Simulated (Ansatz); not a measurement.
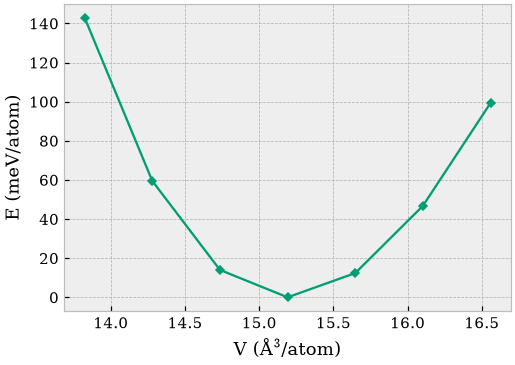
Figure. Pt3W in space group I4/mmm (No. 139; Pt on 4d, Pt on 2b, W on 2a) under volume change, plane-wave PAW r²SCAN (Ansatz code), shape and atoms relaxed at each volume.

Q: What does a third-order Birch–Murnaghan fit give for V₀, B₀ and B′?

A: V₀ = 15.19 Å³/atom, B₀ = 307 GPa, B′ = 5.0.

The workflow started from a Materials Project entry (that database holds measured and hypothetical structures alike); the Crystallography Open Database copy checked does not list it. Whether it is the stable phase at ambient conditions was not checked. The cell was relaxed with r²SCAN under the symmetry of its start; whether a distortion lowers the energy is not shown. No spin polarisation was allowed. Spin–orbit coupling is left out wherever it is not named.

Potentials: the later of the program's two PAW sets.
